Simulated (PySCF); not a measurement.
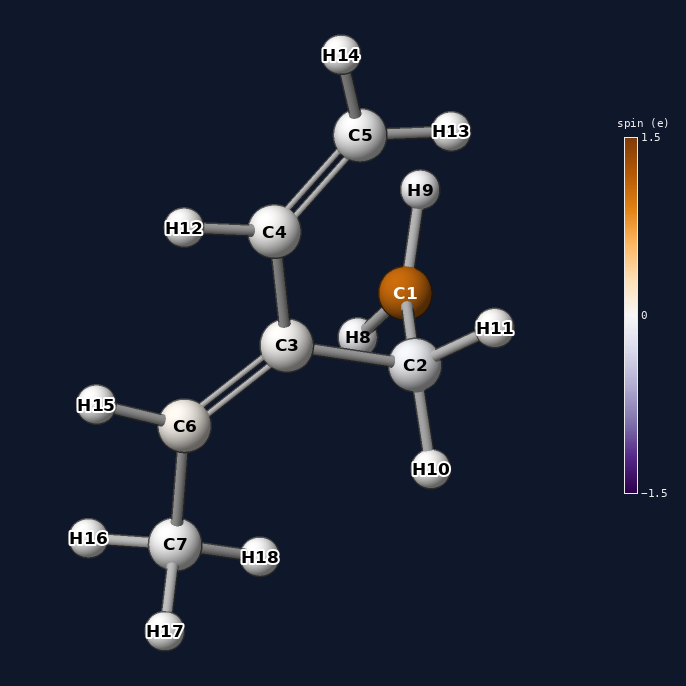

Atoms are coloured by their Mulliken spin populations. The species is neutral and a spin doublet. The computed structure is the end point of a GFN2-xTB optimisation. No frequency run is at hand to confirm it as a minimum. Level of theory: UKS B3LYP, pcH-1 on C H, non-relativistic (PySCF 2.14.0).

List the Mulliken spin populations.

```json
{"atom": "C1", "value (e)": "1.07"}
{"atom": "C2", "value (e)": "−0.08"}
{"atom": "C3", "value (e)": "0.02"}
{"atom": "C4", "value (e)": "0.01"}
{"atom": "C5", "value (e)": "−0.01"}
{"atom": "C6", "value (e)": "0.05"}
{"atom": "C7", "value (e)": "0.00"}
{"atom": "H8", "value (e)": "−0.04"}
{"atom": "H9", "value (e)": "−0.04"}
{"atom": "H10", "value (e)": "0.01"}
{"atom": "H11", "value (e)": "0.01"}
{"atom": "H12", "value (e)": "0.00"}
{"atom": "H13", "value (e)": "0.00"}
{"atom": "H14", "value (e)": "0.00"}
{"atom": "H15", "value (e)": "0.00"}
{"atom": "H16", "value (e)": "0.00"}
{"atom": "H17", "value (e)": "0.00"}
{"atom": "H18", "value (e)": "0.00"}
```

Mulliken values depend strongly on the basis set.
